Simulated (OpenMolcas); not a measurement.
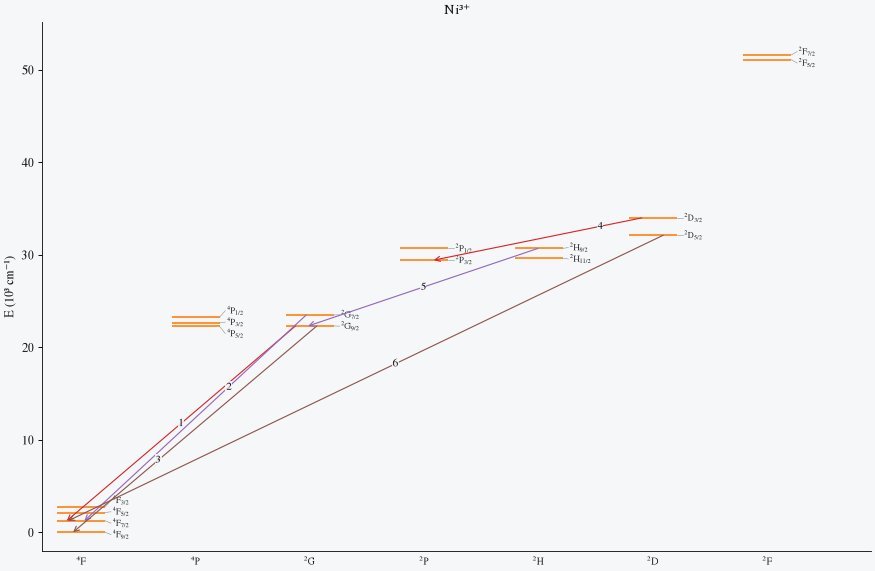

Levels of Ni³⁺ with 6 numbered transitions. Rates are at computed energies.

| No. | Upper | Lower | Type | λ (vacuum) | A (s⁻¹) |
| --- | --- | --- | --- | --- | --- |
| 1 | 3d⁷ ²G₉/₂ | 3d⁷ ⁴F₇/₂ | M1 | 475 nm | 0.35 |
| 2 | 3d⁷ ²G₇/₂ | 3d⁷ ⁴F₇/₂ | M1 | 449 nm | 0.43 |
| 3 | 3d⁷ ²G₉/₂ | 3d⁷ ⁴F₉/₂ | M1 | 449 nm | 1.1 |
| 4 | 3d⁷ ²D₃/₂ | 3d⁷ ²P₃/₂ | M1 | 2.19 µm | 0.37 |
| 5 | 3d⁷ ²H₉/₂ | 3d⁷ ²G₉/₂ | M1 | 1190 nm | 0.37 |
| 6 | 3d⁷ ²D₅/₂ | 3d⁷ ⁴F₇/₂ | M1 | 324 nm | 2.3 |

Line 6 has the largest rate; it falls in the ultraviolet region.

# Run report: Ni³⁺, multiconfigurational calculation (part 1 of 2)

- system: Ni³⁺.
- method: state-averaged CASSCF, active space 7 electrons in the shell 3d, basis ANO-L-VDZP, non-relativistic scalar Hamiltonian, spin-orbit coupling by RASSI with atomic mean-field integrals (OpenMolcas)

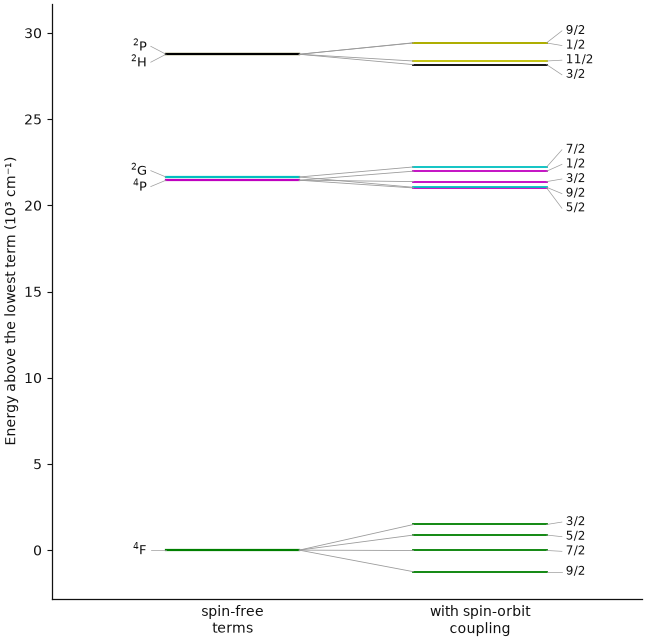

Terms of Ni³⁺ without and with spin-orbit coupling; numbers at the right are J. ⁴F (at 0) splits over 2,740 cm⁻¹ into J = 9/2, 7/2, 5/2, 3/2 from the bottom up (inverted); ⁴P (at 21,500 cm⁻¹) splits over 973 cm⁻¹ into J = 5/2, 3/2, 1/2 from the bottom up (inverted); ²G (at 21,600 cm⁻¹) splits over 1,180 cm⁻¹ into J = 9/2, 7/2 from the bottom up (inverted); ²H (at 28,800 cm⁻¹) splits over 1,060 cm⁻¹ into J = 11/2, 9/2 from the bottom up (inverted); ²P (at 28,800 cm⁻¹) splits over 1,260 cm⁻¹ into J = 3/2, 1/2 from the bottom up (inverted). The ground level lies 1,250 cm⁻¹ below the lowest term.

Input and output of the run follow.

**The input**
```
&GATEWAY
Coord
1

Ni 0.0 0.0 0.0
Basis=ANO-L-VDZP
Group=XYZ
NoMove
AngMom=0.0 0.0 0.0
AMFI
&SEWARD
&RASSCF
FileOrb=start.orb
Symmetry=1
Spin=4
nActEl=7 0 0
Inactive=3 6
Ras2=5 0
CIRoot=10 10 1
SDav=10
CIMx=300
Iter=120 100
PrWF=0.3
OrbListing=Nothing
MaxOrb=0
Atom
>>> COPY $Project.JobIph JOB001
&RASSCF
FileOrb=start.orb
Symmetry=1
Spin=2
nActEl=7 0 0
Inactive=3 6
Ras2=5 0
CIRoot=40 40 1
SDav=40
CIMx=300
Iter=120 100
PrWF=0.3
OrbListing=Nothing
MaxOrb=0
Atom
>>> COPY $Project.JobIph JOB002
&RASSI
NrOfJobIphs=2 10 40
1 2 3 4 5 6 7 8 9 10
1 2 3 4 5 6 7 8 9 10 11 12 13 14 15 16 17 18 19 20 21 22 23 24 25 26 27
28 29 30 31 32 33 34 35 36 37 38 39 40
IphNames
JOB001
JOB002
EJob
SpinOrbit
DIPRint=1.0
SOCoupling=1000.0
Subsets=2
MEES
Property=10
'ANGMOM' 1 'ANGMOM' 2 'ANGMOM' 3 'MLTPL  1' 1 'MLTPL  1' 2 'MLTPL  1' 3
'AMFI' 1 'AMFI' 2 'AMFI' 3 'MLTPL  2' 6
SOProperty=3
'ANGMOM' 1 'ANGMOM' 2 'ANGMOM' 3
```

The file start.orb holds starting orbitals from an earlier step. A driver script formed the levels outside the program, from RASSI's spin-orbit matrix and the active-space energies, averaged over the components of each term or state.

Launched with:
```bash
OMP_NUM_THREADS=1 MOLCAS_MEM=2252 MOLCAS_PROJECT=a pymolcas a.inp > a.log  # once for each step of the input, in one work folder
```

**The program's output (extracts)**
```
--- SEWARD ---
Basis set label: NI.ANO-L...5S4P2D1F.

      Electronic valence basis set:
      ------------------
      Associated Effective Charge  28.000000 au
      Associated Actual Charge     28.000000 au
      Nuclear Model: Point charge

      Shell  nPrim  nBasis  Cartesian Spherical Contaminant
         s      21       5        X
         p      15       4        X
         d      10       2                 X
         f       6       1                 X
                  Atomic mean-field integrals
--- RASSCF ---
Wave function specifications:
      -----------------------------

      Number of closed shell electrons          18
      Number of electrons in active shells       7
      Max number of holes in RAS1 space          0
      Max nr of electrons in RAS3 space          0
      Number of inactive orbitals                9
      Number of active orbitals                  5
      Number of secondary orbitals              20
      Spin quantum number                      1.5
      State symmetry                             1
Orbital specifications:
      -----------------------

      Symmetry species                           1   2
                                                ag  au
      Frozen orbitals                            0   0
      Inactive orbitals                          3   6
      Active orbitals                            5   0
      RAS1 orbitals                              0   0
      RAS2 orbitals                              5   0
      RAS3 orbitals                              0   0
      Secondary orbitals                         7  13
      Deleted orbitals                           0   0
      Number of basis functions                 15  19
      Number of CSFs                            10
      Number of root(s) required                10
      Iter CI   SX   CI       RASSCF       Energy    max ROT     max BLB   max BLB  Level Ln srch  Step   QN
          iter iter root      energy       change     param      element    value   shift minimum  type update
 Nr of preliminary CI iterations:   1
      Total energies have been shifted. Add                -1000.00 au
        1   1    6    0  -504.20945457    0.00E+00  -1.83E-01*   6  13 1  6.70E-01*  0.00   0.00    SX    NO
        2   1    5    0  -504.72066139   -5.11E-01*  4.42E-02    5  11 2  2.83E-01*  0.00   0.00    SX    NO
        3   1    5    0  -504.75017232   -2.95E-02* -3.58E-02    8  15 1  8.84E-02*  0.00   0.00    SX    NO
        4   1    5    0  -504.75785614   -7.68E-03*  2.02E-02    5  11 2  6.08E-02*  0.00   0.00    SX    NO
        5   1    5    0  -504.76030324   -2.45E-03* -7.54E-03    4  10 2 -3.51E-02*  0.00   0.62    QN   YES
        6   1    4    0  -504.76185180   -1.55E-03* -4.21E-04    7  14 1  1.52E-03*  0.00   1.05    QN   YES
        7   1    3    0  -504.76185529   -3.49E-06* -6.10E-06    4  10 2  6.86E-05   0.00   1.00    QN   YES
        8   1    3    0  -504.76185530   -2.91E-09  -9.65E-07    5  11 2  8.99E-06   0.00   1.17    QN   YES
      Convergence after  8 iterations
        9   1    3    0  -504.76185530   -6.25E-11  -9.65E-07    3   9 1 -3.89E-08   0.00   1.17    QN   YES
      Natural orbitals and occupation numbers for root  1
      sym 1:   1.675035   1.000000   1.324965   1.675035   1.324965
      Natural orbitals and occupation numbers for root  2
      sym 1:   1.157943   1.842057   1.157943   1.842057   1.000000
      Natural orbitals and occupation numbers for root  3
      sym 1:   1.850444   1.850444   1.149556   1.149556   1.000000
::    RASSCF root number  1 Total energy:  -1504.79118318
::    RASSCF root number  2 Total energy:  -1504.79118318
::    RASSCF root number  3 Total energy:  -1504.79118318
::    RASSCF root number  4 Total energy:  -1504.79118318
::    RASSCF root number  5 Total energy:  -1504.79118318
::    RASSCF root number  6 Total energy:  -1504.79118318
::    RASSCF root number  7 Total energy:  -1504.79118318
::    RASSCF root number  8 Total energy:  -1504.69342355
::    RASSCF root number  9 Total energy:  -1504.69342355
::    RASSCF root number 10 Total energy:  -1504.69342355
--- RASSCF ---
Wave function specifications:
      -----------------------------

      Number of closed shell electrons          18
      Number of electrons in active shells       7
      Max number of holes in RAS1 space          0
      Max nr of electrons in RAS3 space          0
      Number of inactive orbitals                9
      Number of active orbitals                  5
      Number of secondary orbitals              20
      Spin quantum number                      0.5
      State symmetry                             1
Orbital specifications:
      -----------------------

      Symmetry species                           1   2
                                                ag  au
      Frozen orbitals                            0   0
      Inactive orbitals                          3   6
      Active orbitals                            5   0
      RAS1 orbitals                              0   0
      RAS2 orbitals                              5   0
      RAS3 orbitals                              0   0
      Secondary orbitals                         7  13
      Deleted orbitals                           0   0
      Number of basis functions                 15  19
      Number of CSFs                            40
      Number of root(s) required                40
      Iter CI   SX   CI       RASSCF       Energy    max ROT     max BLB   max BLB  Level Ln srch  Step   QN
          iter iter root      energy       change     param      element    value   shift minimum  type update
 Nr of preliminary CI iterations:   1
      Total energies have been shifted. Add                -1000.00 au
        1   1    2    0  -504.62019054    0.00E+00  -6.11E-03    4  11 1 -1.45E-02*  0.00   0.00    SX    NO
        2   1    4    0  -504.62044399   -2.53E-04*  2.69E-03    4  12 2 -1.01E-02*  0.00   0.00    SX    NO
        3   1    4    0  -504.62049759   -5.36E-05*  1.82E-03    4  12 2  4.84E-03*  0.00   0.00    SX    NO
        4   1    4    0  -504.62051694   -1.94E-05*  1.10E-03    4  12 2 -3.19E-03*  0.00   0.00    SX    NO
        5   1    4    0  -504.62052434   -7.40E-06* -4.21E-04    4  12 2  1.94E-03*  0.00   0.62    QN   YES
        6   1    2    0  -504.62052890   -4.56E-06* -7.79E-07    4  11 1 -2.64E-06   0.00   1.00    QN   YES
        7   1    2    0  -504.62052890   -1.27E-11   4.32E-08    3  10 1 -3.33E-07   0.00   1.04    QN   YES
      Convergence after  7 iterations
        8   1    2    0  -504.62052890    6.82E-13   4.32E-08    3  10 1 -4.29E-08   0.00   1.04    QN   YES
      Natural orbitals and occupation numbers for root  1
      sym 1:   1.310465   1.321235   1.515544   1.480620   1.372136
      Natural orbitals and occupation numbers for root  2
      sym 1:   1.300457   1.517692   1.508377   1.305634   1.367839
      Natural orbitals and occupation numbers for root  3
      sym 1:   1.281649   1.549494   1.435527   1.346449   1.386881
::    RASSCF root number  1 Total energy:  -1504.69257409
::    RASSCF root number  2 Total energy:  -1504.69257409
::    RASSCF root number  3 Total energy:  -1504.69257409
::    RASSCF root number  4 Total energy:  -1504.69257409
::    RASSCF root number  5 Total energy:  -1504.69257409
::    RASSCF root number  6 Total energy:  -1504.69257409
::    RASSCF root number  7 Total energy:  -1504.69257409
::    RASSCF root number  8 Total energy:  -1504.69257409
::    RASSCF root number  9 Total energy:  -1504.69257409
::    RASSCF root number 10 Total energy:  -1504.66013396
::    RASSCF root number 11 Total energy:  -1504.66013396
::    RASSCF root number 12 Total energy:  -1504.66013396
::    RASSCF root number 13 Total energy:  -1504.66013396
::    RASSCF root number 14 Total energy:  -1504.66013396
::    RASSCF root number 15 Total energy:  -1504.66013396
::    RASSCF root number 16 Total energy:  -1504.66013396
::    RASSCF root number 17 Total energy:  -1504.66013396
::    RASSCF root number 18 Total energy:  -1504.66013396
::    RASSCF root number 19 Total energy:  -1504.66013396
::    RASSCF root number 20 Total energy:  -1504.66013396
::    RASSCF root number 21 Total energy:  -1504.66013396
::    RASSCF root number 22 Total energy:  -1504.66013396
::    RASSCF root number 23 Total energy:  -1504.66013396
::    RASSCF root number 24 Total energy:  -1504.64875779
::    RASSCF root number 25 Total energy:  -1504.64875779
::    RASSCF root number 26 Total energy:  -1504.64875779
::    RASSCF root number 27 Total energy:  -1504.64875779
::    RASSCF root number 28 Total energy:  -1504.64875779
::    RASSCF root number 29 Total energy:  -1504.56281356
::    RASSCF root number 30 Total energy:  -1504.56281356
```

(Continued in part 2.) Outcome of the run: converged.
